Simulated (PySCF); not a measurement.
# CH11PSi3: magnetic properties

Wanted: magnetic properties for CH11PSi3 (`[SiH3]C[SiH2]P[SiH3]`).

Computed with PySCF 2.14.0 and routines of our own; the level stands in each step. Atoms count from 0.

## 1. The starting structure

16 atoms, charge 0, multiplicity 1; geometry from: GFN2-xTB.

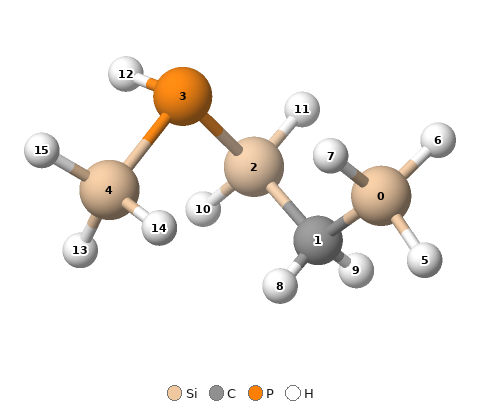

The starting geometry (silicon light orange, carbon grey, phosphorus orange, hydrogen white).

## 2. Magnetic properties: GIAO CAM-B3LYP/pcSseg-1

Job settings and geometry (Å):

```
{"job": {"kind": "mag", "xc": "CAM-B3LYP", "basis": "pcSseg-1", "isotopologues": 2}, "charge": 0, "multiplicity": 1}
Si    -2.275974     0.608361     0.586854
C     -1.170321    -0.070821    -0.803568
Si     0.024536    -1.449247    -0.277517
P      1.197127    -0.763944     1.500360
Si     2.294944     0.989824     0.679107
H     -3.099118     1.690638     0.035286
H     -3.153932    -0.456526     1.074280
H     -1.447578     1.131117     1.673542
H     -0.594065     0.753314    -1.225939
H     -1.797759    -0.448646    -1.609635
H      0.899432    -1.810594    -1.406443
H     -0.695190    -2.656150     0.144580
H      2.225336    -1.663405     1.316091
H      2.790867     0.792148    -0.687545
H      1.364088     2.118029     0.691039
H      3.430007     1.244846     1.565580
```

Method: GIAO CAM-B3LYP/pcSseg-1 magnetisability, rotational g tensor and spin-rotation constants, non-relativistic, gas phase.

On the command line:

```console
$ OMP_NUM_THREADS=1 python excited_run.py task.json out
```

This one command runs all jobs of the session in turn.

Output:

```text
coarse grid: 14408 points
cycle   1  E = -1254.4481293482  dE = -4.746e-02  |g| = 3.181e-01  |ddm| = 3.458e+00
cycle   2  E = -1254.4620346087  dE = -1.391e-02  |g| = 2.508e-01  |ddm| = 5.282e-01
cycle   3  E = -1254.4773941594  dE = -1.536e-02  |g| = 3.910e-02  |ddm| = 2.375e-01
cycle   4  E = -1254.4778029135  dE = -4.088e-04  |g| = 1.523e-02  |ddm| = 5.815e-02
cycle   5  E = -1254.4778667541  dE = -6.384e-05  |g| = 2.506e-03  |ddm| = 2.150e-02
cycle   6  E = -1254.4778682718  dE = -1.518e-06  |g| = 5.149e-04  |ddm| = 4.460e-03
final grid: 118008 points
cycle   7  E = -1254.5028436112  dE = -7.907e-06  |g| = 2.276e-03  |ddm| = 9.837e-03
cycle   8  E = -1254.5028438360  dE = -2.248e-07  |g| = 1.970e-03  |ddm| = 4.172e-03
cycle   9  E = -1254.5028447632  dE = -9.273e-07  |g| = 2.389e-04  |ddm| = 1.798e-03
cycle  10  E = -1254.5028447761  dE = -1.289e-08  |g| = 4.376e-05  |ddm| = 2.547e-04
cycle  11  E = -1254.5028447767  dE = -6.141e-10  |g| = 1.261e-05  |ddm| = 9.695e-05
converged SCF energy = -1254.5028447767

Magnetisability tensor (1e-30 J/T^2)
    -1567.26       22.37       -4.59
       22.37    -1560.79       -5.38
       -4.59       -5.38    -1536.53
isotropic -1554.86   principal values   -1586.63  -1546.46  -1531.50
isotropic susceptibility -93.636 1e-6 cm^3/mol

Inertial axes            a          b          c
rot. const./GHz      2.4084     1.0458     0.9076
chi total           -94.378    -94.220    -92.309
chi diamagnetic    -650.481  -1284.527  -1463.442
chi paramagnetic    556.103   1190.306   1371.133
quadrupole/D A        2.655      0.780     -3.435
g nuclear            0.5996     0.5724     0.5741
g electronic        -0.6292    -0.5848    -0.5846
g total             -0.0296    -0.0124    -0.0105

Spin-rotation constants (kHz, H = +C I.J)
atom  isotope        aa         bb         cc
  3    31P        1.762      0.803      0.806
  5     1H       -0.100     -0.038     -0.061
  6     1H       -0.129     -0.051     -0.043
  7     1H       -0.059     -0.063     -0.057
  8     1H       -0.231     -0.081     -0.057
  9     1H       -0.137     -0.095     -0.078
 10     1H       -0.160     -0.062     -0.007
 11     1H       -0.157     -0.025     -0.045
 12     1H       -0.137     -0.058     -0.111
 13     1H       -0.212     -0.079      0.013
 14     1H       -0.099     -0.012     -0.092
 15     1H        0.034     -0.090     -0.070
  0   29Si*      -1.360     -0.572     -0.479
  1    13C*       0.217      0.109      0.088
  2   29Si*      -1.347     -0.642     -0.543
  4   29Si*      -1.375     -0.544     -0.477
* in the singly substituted isotopologue

Isotopologues: g along a, b, c
2H    at 5,6,7,8,9,10,1    -0.0248    -0.0109    -0.0092
30Si  at 0                 -0.0293    -0.0121    -0.0103
```

It took 32 s on 1 thread of Arm Neoverse V2, shared host; peak memory 0.82 GiB.

Key values:

| quantity | value |
| --- | --- |
| magnetisability | -1555·10⁻³⁰ J/T² |
| molar susceptibility | -93.6·10⁻⁶ cm³/mol |
| rotational g (a, b, c) | -0.0296, -0.0124, -0.0105 |

## 3. Magnetic properties: GIAO PW91/6-31G

The job, as its differences from that of step 2:

```diff
@@ -1,2 +1,2 @@
-{"job": {"kind": "mag", "xc": "CAM-B3LYP", "basis": "pcSseg-1", "isotopologues": 2}, "charge": 0, "multiplicity": 1}
+{"job": {"kind": "mag", "xc": "PW91", "basis": "6-31G", "scf": {"conv": 0.01, "max_cycle": 59}}, "charge": 0, "multiplicity": 1}
 Si    -2.275974     0.608361     0.586854
```

Method: GIAO PW91/6-31G magnetisability, rotational g tensor and spin-rotation constants, non-relativistic, gas phase.

Output:

```text
final grid: 118008 points
cycle   1  E = -1254.1933783629  dE =  7.612e-02  |g| = 4.635e-01  |ddm| = 3.488e+00
cycle   2  E = -1254.0839539199  dE =  1.094e-01  |g| = 7.409e-01  |ddm| = 1.510e+00
cycle   3  E = -1254.2556343211  dE = -1.717e-01  |g| = 6.268e-02  |ddm| = 1.029e+00
cycle   4  E = -1254.2568414273  dE = -1.207e-03  |g| = 2.608e-02  |ddm| = 1.489e-01
converged SCF energy = -1254.2568414273

Magnetisability tensor (1e-30 J/T^2)
    -1710.18       12.25       -7.19
       12.25    -1695.27      -14.97
       -7.19      -14.97    -1675.54
isotropic -1693.66   principal values   -1717.10  -1699.72  -1664.17
isotropic susceptibility -101.995 1e-6 cm^3/mol

Inertial axes            a          b          c
rot. const./GHz      2.4084     1.0458     0.9076
chi total          -103.058   -102.534   -100.392
chi diamagnetic    -649.072  -1282.895  -1461.179
chi paramagnetic    546.014   1180.361   1360.787
quadrupole/D A        3.265      1.010     -4.275
g nuclear            0.5996     0.5724     0.5741
g electronic        -0.6178    -0.5799    -0.5802
g total             -0.0182    -0.0075    -0.0061

Spin-rotation constants (kHz, H = +C I.J)
atom  isotope        aa         bb         cc
  3    31P        1.606      0.730      0.671
  5     1H       -0.124     -0.049     -0.070
  6     1H       -0.155     -0.061     -0.050
  7     1H       -0.081     -0.073     -0.061
  8     1H       -0.241     -0.086     -0.062
  9     1H       -0.162     -0.100     -0.083
 10     1H       -0.179     -0.073     -0.015
 11     1H       -0.174     -0.039     -0.052
 12     1H       -0.158     -0.066     -0.120
 13     1H       -0.240     -0.087      0.004
 14     1H       -0.127     -0.021     -0.098
 15     1H        0.002     -0.099     -0.080
  0   29Si*      -1.170     -0.488     -0.413
  1    13C*       0.172      0.089      0.073
  2   29Si*      -1.177     -0.553     -0.481
  4   29Si*      -1.179     -0.475     -0.413
* in the singly substituted isotopologue
```

Run time: 9.8 s. Hardware: 1 thread of Arm Neoverse V2, shared host; peak memory 0.56 GiB.

A normal end doesn't make this result sound: the SCF threshold of 0.01 Eh is far too loose.

## 4. Outcome

| quantity | value |
| --- | --- |
| magnetisability (step 2, GIAO CAM-B3LYP/pcSseg-1) | -1555·10⁻³⁰ J/T² |
| molar susceptibility (step 2, GIAO CAM-B3LYP/pcSseg-1) | -93.6·10⁻⁶ cm³/mol |
| rotational g (a, b, c) (step 2, GIAO CAM-B3LYP/pcSseg-1) | -0.0296, -0.0124, -0.0105 |
| runs | 0 failed, 1 ended on unsound input |

**Reading.** The values above hold for this geometry and these levels alone. Vibrational averaging and real surroundings are missing from these values.
